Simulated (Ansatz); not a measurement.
Partial pair distribution functions of a relaxed model of amorphous hafnium silicate (Hf18O38Si), broadened by 0.06 Å; density 8.72 g/cm³. Method: PBE, scalar-relativistic without spin-orbit coupling (plane waves to 420 eV, PAW; Ansatz, a program for electronic structure).

A CHGNet melt-quench gave the starting glass, which DFT then relaxed. O atoms were pushed apart under 1.9 Å during the dynamics, to hinder bonds among them. The hot cell started wider than the set density and was brought back towards it in steps. It is the lowest in DFT energy of 2 quenches. It is a model cell: composition and starting density were chosen by hand, and all elements were melted together. No dispersion term was used. Its density started from a set value of 8.61 and ended at 8.72 g/cm³. Cooling (nominally 380 K/ps over its main leg) ran many orders faster than in experiment, which tends to leave more defects and strain. One small periodic cell is one sample of the glass; other quenches scatter about these values. Volume and shape were free in the relaxation.

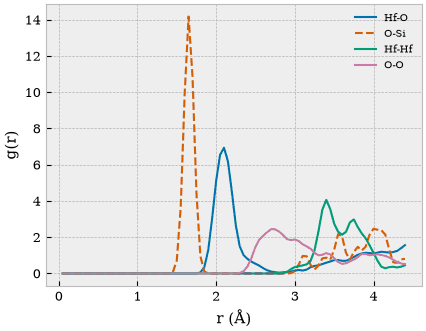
*Partial pair distribution functions*

Highest peaks under 4.5 Å: Hf-O near 2.10 Å, O-Si near 1.65 Å, Hf-Hf near 3.40 Å, O-O near 2.70 Å; pairs of few atoms are noisy.

Within 2.74 Å each Hf has 6.28 O neighbours on average.
